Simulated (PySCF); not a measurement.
Input file:

```
mol = gto.M(atom='''
Bi    -0.00000    -0.00000     0.60077
F      1.74140     0.00000    -0.42753
F     -0.87070     1.50810    -0.42753
F     -0.87070    -1.50810    -0.42753''',
    basis={'Bi': 'def2-SVP', 'F': 'def2-SVP'},
    ecp={'Bi': 'def2-SVP'},
    charge=0, spin=0)
mf = dft.RKS(mol, xc='R2SCAN')
mf.grids.atom_grid = (75, 302)  # f atoms: at least (60, 302), unpruned
mf = mf.density_fit()  # Bi def2-universal-JKFIT, F def2-universal-JKFIT
mf.conv_tol = 1e-09; mf.max_cycle = 55
mf.kernel(dm0)
```

Command:

```sh
OMP_NUM_THREADS=2 python run.py
```

Core potentials replace the inner electrons of Bi.

These are results of RKS r2SCAN, Bi def2-SVP with ECP60, F def2-SVP; non-relativistic Hamiltonian with scalar-relativistic core potentials where named; density fitting (PySCF), not measurements.

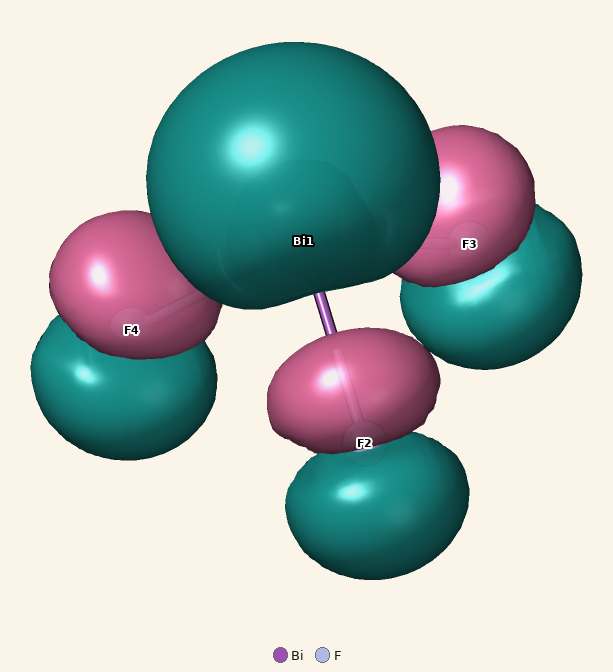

BiF$_{3}$ (Bi(F)3). One frontier orbital at ±0.1 Å⁻³ᐟ² (teal and pink are the two phases), seen at an oblique angle.

Q: Which orbital is it: HOMO or LUMO?

A: The HOMO, at −8.54 eV. Its weight (Hirshfeld) is mainly on F2 (about 25 %), F3 (about 25 %), F4 (about 25 %) and Bi1 (about 25 %); largely a combination of lone pairs on F2, F3 and F4.
